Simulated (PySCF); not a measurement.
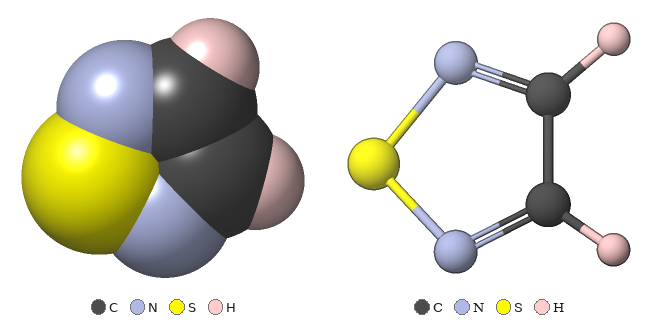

Two views of one molecule.

Computed geometry: GFN2-xTB optimisation. No frequency run is at hand to confirm it as a minimum.

What is the molecular formula?

C2H2N2S, 7 atoms: 2 carbon, 2 hydrogen, 2 nitrogen and 1 sulfur.

Give a SMILES string for it.

c1cnsn1

How many atoms are distinct by symmetry?

4: 2 C, 2 N, 1 S, 2 H.

More results for the same structure follow; atom numbers are the same in all pictures, views and colours differ.

Excitation

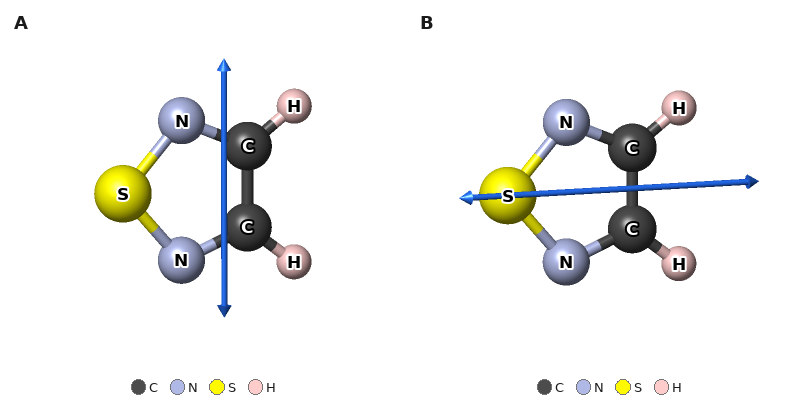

The double arrows show the directions of two transition dipoles from the ground state (lengths mean nothing). No frequency run is at hand to confirm it as a minimum. Properties computed with TDDFT ωB97X-D/def2-SVPD, vertical, gas phase, core orbitals frozen in the response (PySCF 2.14.0).

One belongs to singlet state 2 and one to singlet state 5. Which is which?

A: state 5, 6.79 eV (183 nm), oscillator strength 0.024, mainly HOMO−2 → LUMO (weight 0.90).
B: state 2, 5.71 eV (217 nm), oscillator strength 0.16, mainly HOMO → LUMO (weight 0.94).

Polarisability

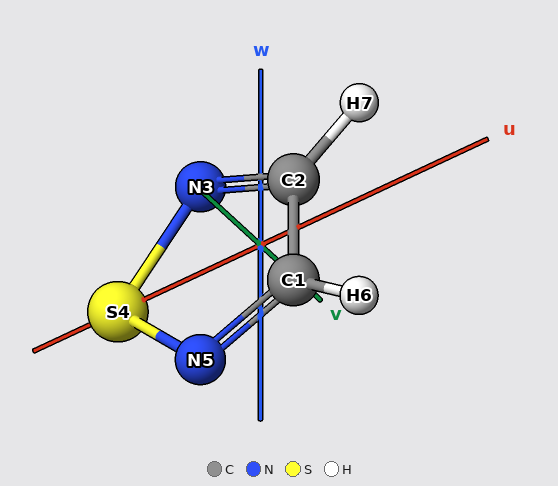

The lines u, v and w are the principal axes of the static dipole polarisability. No frequency run is at hand to confirm it as a minimum. Computed with ωB97X-D/def2-SVPD (PySCF 2.14.0).

Along which axis is the molecule most polarisable, and along which least?

Most along u (in the molecular plane, across the long direction N3···N5), least along v (normal to the molecular plane).

Give the three principal values.

u 65.8, v 34.1, w 51.8 bohr³; mean 50.6, anisotropy 27.5 bohr³.

Core levels

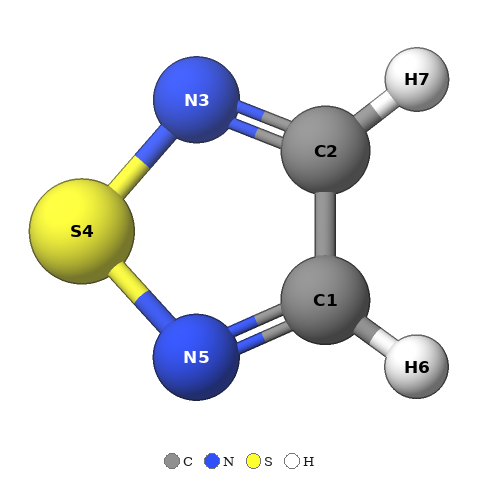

No frequency run is at hand to confirm it as a minimum. Method: delta-SCF UKS SCAN, pcX-2 on the ionised atom, pcseg-1 elsewhere, spin-free X2C (PySCF 2.14.0).

Give the core-electron binding energies (to vacuum; p and d levels without spin–orbit splitting) of C1 1s, N3 1s, S4 1s, S4 2p.

```csv
atom,level,binding energy (eV)
C1,1s,292.0
N3,1s,405.6
S4,1s,2479.6
S4,2p,172.0
```
